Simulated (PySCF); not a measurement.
# C3H9ISi, SMILES `C[Si](C)(C)I`: electronic structure

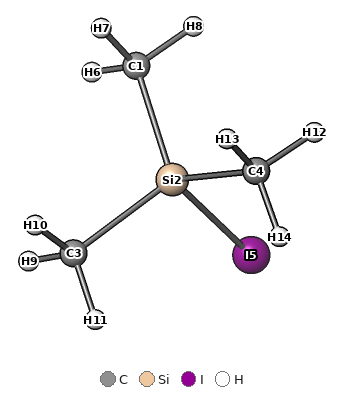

The molecule, with its atoms numbered as below. No frequency check shows the geometry to be a minimum.

Cartesian coordinates (Å):

```
C1       1.7823   -0.3243    1.7899
Si2      1.2448    0.0000    0.0000
C3       1.7823   -1.3880   -1.1758
C4       1.7824    1.7122   -0.6141
I5      -1.2555    0.0000    0.0000
H6       1.4064   -1.2795    2.1456
H7       2.8646   -0.3386    1.8803
H8       1.4068    0.4452    2.4578
H9       1.4061   -2.3516   -0.8436
H10      2.8646   -1.4591   -1.2334
H11      1.4064   -1.2184   -2.1809
H12      1.4065    2.4979    0.0353
H13      2.8646    1.7976   -0.6469
H14      1.4062    1.9063   -1.6147
```

## 1. Bonding charge

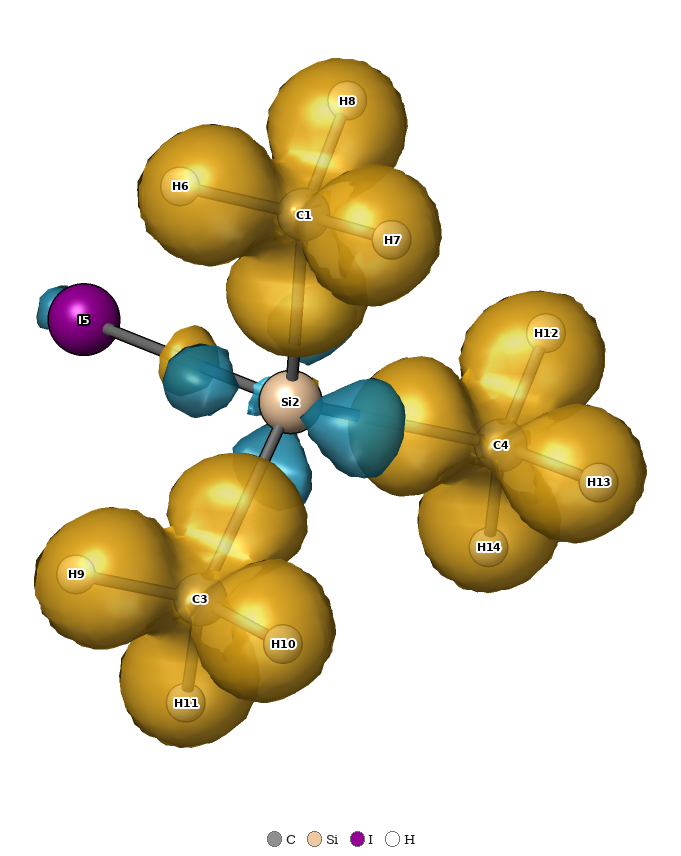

Deformation density (molecule less spherical, spin-averaged free atoms at the same positions), surfaces at ±0.1 e/Å³; yellow: gain, teal: loss.

Level of theory: PBE0/def2-TZVP (PySCF), at a geometry from GFN2-xTB. Core potentials replace the inner electrons of I; spin–orbit coupling isn't included.

Q: Describe the bonding that the map shows.

A: C1–H8, C1–H6, C3–H11, C4–H12 and 2 more like them: +0.68 e/Å³ at the bond critical point (bond length 1.09 Å, Mayer order 0.9). C1–H7, C3–H10 and C4–H13: +0.67 e/Å³ at the bond critical point (bond length 1.09 Å, Mayer order 0.9). Si2–C4, C1–Si2 and Si2–C3: +0.20 e/Å³ at the bond critical point (bond length 1.90 Å, Mayer order 1.0). Si2–I5: +0.05 e/Å³ at the bond critical point (bond length 2.50 Å, Mayer order 1.1). In all, 3.1 electrons gather in the regions of gain relative to the promolecule. A small or negative value marks a very polar bond, one between electron-rich atoms, whose free-atom densities already overlap strongly, a long bond to a heavier atom, or a closed-shell contact such as a hydrogen bond.

Q: Where do the Hirshfeld charges lie?

A: The highest Hirshfeld charge is on Si2 (+0.37 e), the lowest on C1, C3 and C4 (−0.22 e).

```
atom  charge (e)
  C1       −0.22
 Si2       +0.37
  C3       −0.22
  C4       −0.22
  I5       −0.14
  H6       +0.05
  H7       +0.05
  H8       +0.05
  H9       +0.05
 H10       +0.05
 H11       +0.05
 H12       +0.05
 H13       +0.05
 H14       +0.05
```

## 2. Bond critical points

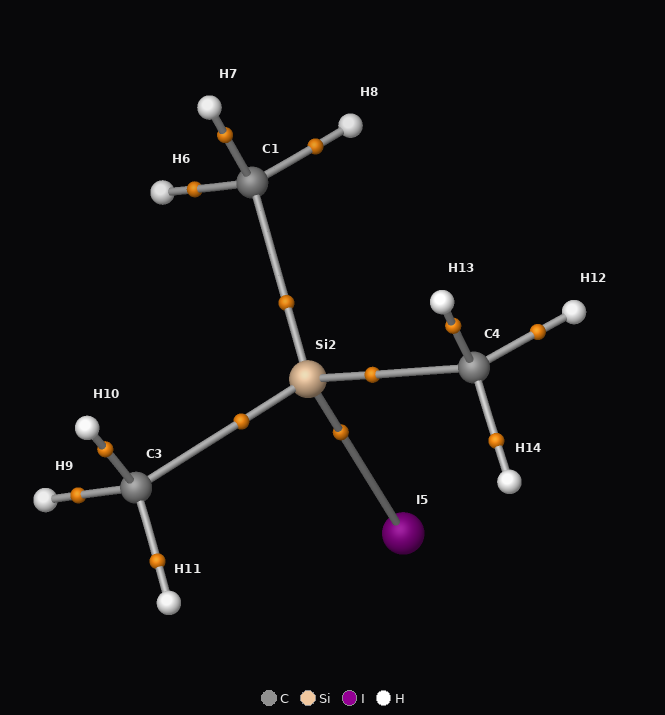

Molecular graph of the electron density (QTAIM): bond paths, bond critical points (orange), ring points (yellow, if any); weak paths are dashed.

Q: How many critical points of each kind are there, and does the count close?

A: 14 nuclei, 13 bond, 0 ring and 0 cage critical points: 14 − 13 + 0 − 0 = 1, as the Poincaré–Hopf relation requires.

Q: What does the calculation give at each kind of bond critical point?

A:
| bond | length (Å) | ρ (a.u.) | ∇²ρ (a.u.) | ε | H (a.u.) |
| --- | --- | --- | --- | --- | --- |
| C1–H8 (6 alike) | 1.086 | 0.275 | −0.93 | 0.02 | −0.277 |
| C1–H7 (3 alike) | 1.086 | 0.274 | −0.92 | 0.02 | −0.276 |
| Si2–C4 (3 alike) | 1.897 | 0.119 | +0.14 | 0.02 | −0.074 |
| Si2–I5 | 2.500 | 0.074 | −0.05 | 0.00 | −0.044 |

Q: What kind of interaction is C1–H8?

A: Shared-shell (covalent): ρ = 0.275, ∇²ρ = −0.93, H = −0.277 a.u.

## 3. Electrostatic potential

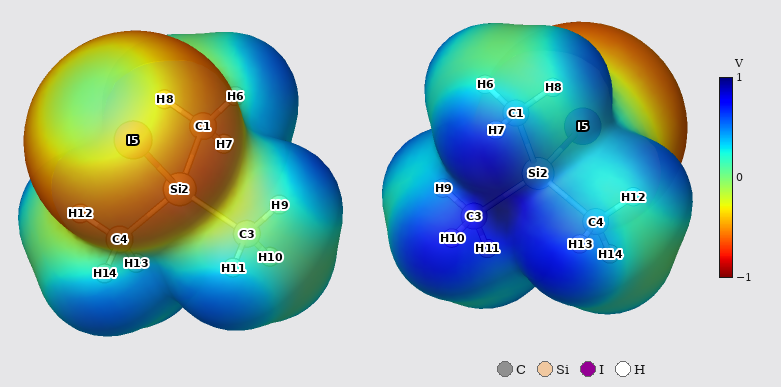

Electrostatic potential on the surface of electron density 0.001 a.u. (back view left, front view right).

Q: Where are the extremes of the potential on the surface?

A: Highest: 0.99 V, about equally far (1.9 Å) from H10 and H13. Further maxima include 0.59 V, 1.3 Å from H9, and at like points elsewhere. Lowest: −0.60 V, 2.4 Å from I5, and at like points elsewhere. The surface is sampled at points, so like sites can differ by a few per cent and only the strongest of them is named.

Q: What volume does the surface enclose, and what is the dipole moment?

A: About 170 Å³; the dipole moment is 2.6 D.

## 4. In an electric field

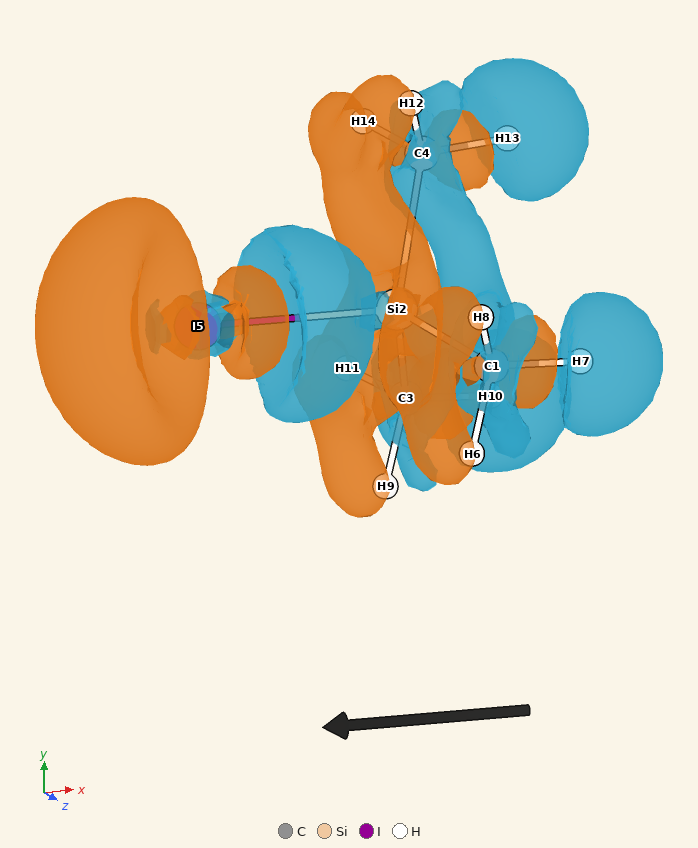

Change of the electron density in a uniform field of 0.21 V/Å along −x (arrow), surfaces at ±0.0015 e/Å³ (light blue: gain, orange: loss).

Computed with PySCF, PBE0/def2-TZVP, geometry: GFN2-xTB. Core potentials replace the inner electrons of I; spin–orbit coupling isn't included. A basis without diffuse functions makes polarisabilities too small.

The field was applied in both directions; the picture shows the one opposite to the script's first.

Q: How large is the response?

A: The induced dipole is 1.13 D (along the field); α along this axis, from the fields in both directions, is 111 bohr³ (16.5 Å³).
